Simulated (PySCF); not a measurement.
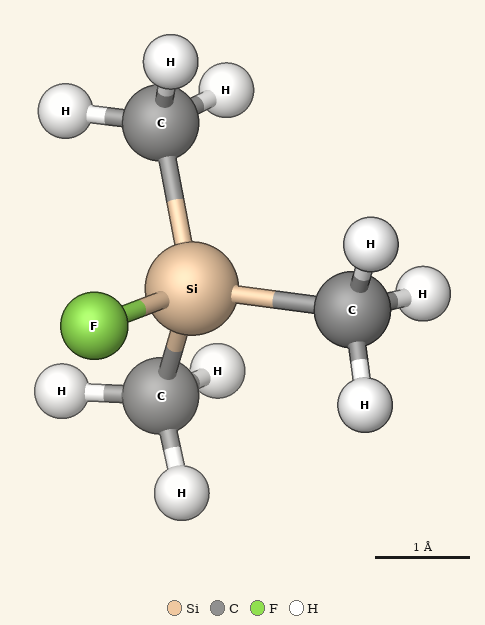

Fig. 1: The structure (ball-and-stick view, seen at a tilt). Bond lengths as drawn: C–H 1.10 Å, C–Si 1.87 Å and F–Si 1.64 Å.

Excited-state calculation, with input and output: C₃H₉FSi

System: C₃H₉FSi, SMILES C[Si](C)(C)F.
Method: TDDFT CAM-B3LYP/def2-SVPD, vertical, gas phase, core orbitals frozen in the response (PySCF 2.14.0).

The geometry comes from this level: PBE0-D3(BJ)/def2-SVP.

Input file:
```
{"job": {"kind": "uv", "xc": "CAM-B3LYP", "basis": "def2-SVPD", "nstates": 6, "ntriplets": 2, "ip": true}, "charge": 0, "multiplicity": 1}
Si     0.049852     0.002232    -0.423371
C      1.619354     0.686895     0.319894
C     -0.237680    -1.771950     0.081576
C     -1.425529     1.079431    -0.039347
F      0.242620     0.014063    -2.053228
H      1.537811     0.753107     1.416745
H      1.825582     1.698084    -0.064255
H      2.485165     0.049768     0.082128
H      0.582297    -2.416244    -0.272358
H     -0.290039    -1.865583     1.178099
H     -1.179337    -2.158904    -0.337581
H     -1.664731     1.050871     1.035793
H     -1.237919     2.128062    -0.317338
H     -2.313832     0.734618    -0.591351
```

The first line tells a small driver script what to run in PySCF; the rest is the geometry in Å.

Launch command:
```bash
OMP_NUM_THREADS=1 python <driver script> task.json out
```

What the program printed:
```
coarse grid: 11552 points
cycle   1  E = -508.6944461544  dE =  1.380e-01  |g| = 5.950e-01  |ddm| = 4.605e+00
cycle   2  E = -508.6846700274  dE =  9.776e-03  |g| = 7.045e-01  |ddm| = 1.271e+00
cycle   3  E = -508.7660354723  dE = -8.137e-02  |g| = 7.865e-02  |ddm| = 5.824e-01
cycle   4  E = -508.7671873708  dE = -1.152e-03  |g| = 2.261e-02  |ddm| = 1.164e-01
cycle   5  E = -508.7673121563  dE = -1.248e-04  |g| = 2.681e-03  |ddm| = 3.064e-02
cycle   6  E = -508.7673138605  dE = -1.704e-06  |g| = 5.014e-04  |ddm| = 6.816e-03
final grid: 105504 points
cycle   7  E = -508.8387968396  dE = -2.084e-05  |g| = 3.061e-03  |ddm| = 4.962e-02
cycle   8  E = -508.8387972648  dE = -4.252e-07  |g| = 2.892e-03  |ddm| = 8.726e-03
cycle   9  E = -508.8387992145  dE = -1.950e-06  |g| = 3.641e-04  |ddm| = 3.049e-03
cycle  10  E = -508.8387992330  dE = -1.851e-08  |g| = 1.337e-04  |ddm| = 3.797e-04
cycle  11  E = -508.8387992362  dE = -3.217e-09  |g| = 8.667e-06  |ddm| = 1.826e-04
cycle  12  E = -508.8387992362  dE = -3.092e-11  |g| = 3.369e-06  |ddm| = 2.355e-05
```

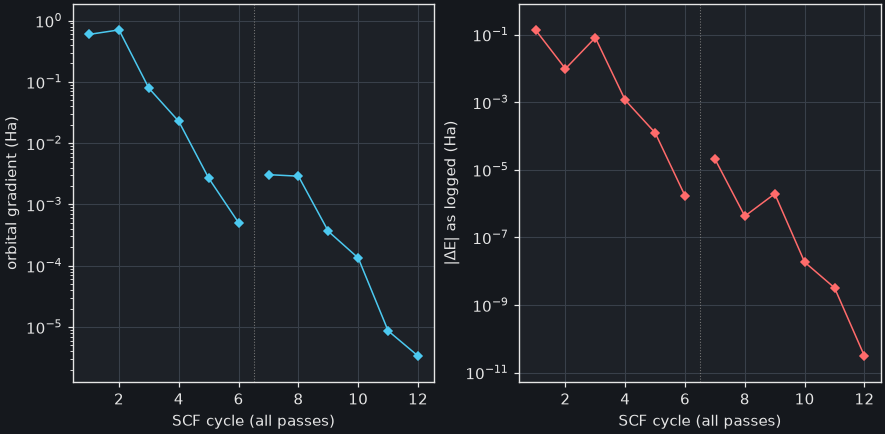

Fig. 2: Convergence of the self-consistent field: orbital gradient and size of the energy change against the SCF cycle. The dotted line marks the change from a coarse to the final integration grid. The first 6 cycles use a coarse grid, the final grid takes over at cycle 7, and the field converges after 12 cycles in all.

```
converged SCF energy = -508.8387992362

Static polarisability (au): isotropic 62.299, principal 56.206 65.341 65.351

Singlet excitations
state   eV       nm        f      main configurations
  1   8.2093    151.0   0.08783   H->L 0.83, H-1->L 0.09
  2   8.2100    151.0   0.08812   H-1->L 0.83, H->L 0.09
  3   8.9746    138.2   0.01880   H-1->L+3 0.41, H->L+3 0.37
  4   8.9761    138.1   0.01794   H->L+3 0.41, H-1->L+3 0.37
  5   9.2704    133.7   0.01677   H->L+1 0.30, H-1->L+2 0.30, H->L+2 0.16
  6   9.4330    131.4   0.01908   H->L+1 0.45, H-1->L+2 0.41

Triplet excitations (Tamm-Dancoff, eV): 8.0065 8.0072
Vertical ionisation energy (delta-SCF) = 10.9205 eV
```

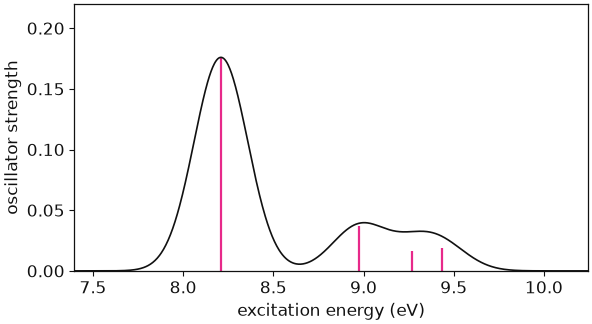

Fig. 3: Computed excitations as sticks (degenerate states added up, dark ones marked on the axis), with a Gaussian envelope of 0.35 eV full width at half maximum, scaled to the tallest. Of the 6 states the lowest lies at 8.21 eV (f = 0.088); the strongest line is at 8.21 eV, or 151 nm (f = 0.176, summed over 2 states that lie within 0.004 eV).

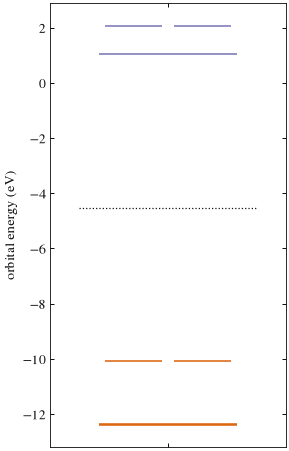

Fig. 4: Orbital energies near the frontier; the dotted line parts filled from empty levels, and levels within 0.02 eV of each other stand side by side. Highest filled −10.09 eV, lowest empty 1.05 eV, 11.14 eV apart.

Results in brief:

```tsv
quantity	value
outcome	converged
total energy	−508.838799 hartree
HOMO	−10.09 eV
LUMO	1.05 eV
dipole moment	2.08 D
mean polarisability	62.30 a.u.
vertical ionisation energy	10.92 eV
lowest singlet excitation	8.21 eV
hardware	1 CPU thread, shared host
wall time	66 s
peak memory	0.8 GiB
```
